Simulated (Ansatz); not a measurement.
All values below come from PBE (plane waves to 420 eV, PAW; Ansatz, an electronic-structure program).

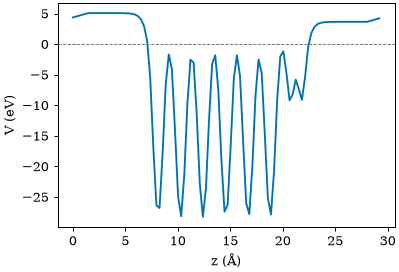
*Planar average of the electrostatic potential across the slab, in eV from the Fermi level, for a constructed model of the (0001) surface of hcp Ru, a pseudomorphic layer of Sn in the other hollow (bottom of the slab: a bare face, its two planes held)*

Model: 7-atom slab, 13.3 Å thick at the start with caps and adatoms (thin: gaps and levels are the slab's own), 16x16x1 mesh, Fermi-Dirac 0.1 eV, dipole correction, 2 atoms held, the rest relaxed; start symmetry kept, larger cells not searched; no spin, no spin-orbit, no U. In PBE it is, or lies within 0.01 eV a 1x1 cell of, the lowest of the 2 structures of its composition computed so far; subsurface sites and larger cells were not tried.

Question: The surface cell has an area of 6.41 Å². What dipole along the normal does the step between the two vacuum levels imply?

Answer: the top vacuum level lies 1.43 eV below the bottom one; p = −ε₀ A ΔV (ε₀ = 0.005526 e/(V·Å)) gives 0.05 e·Å a cell.
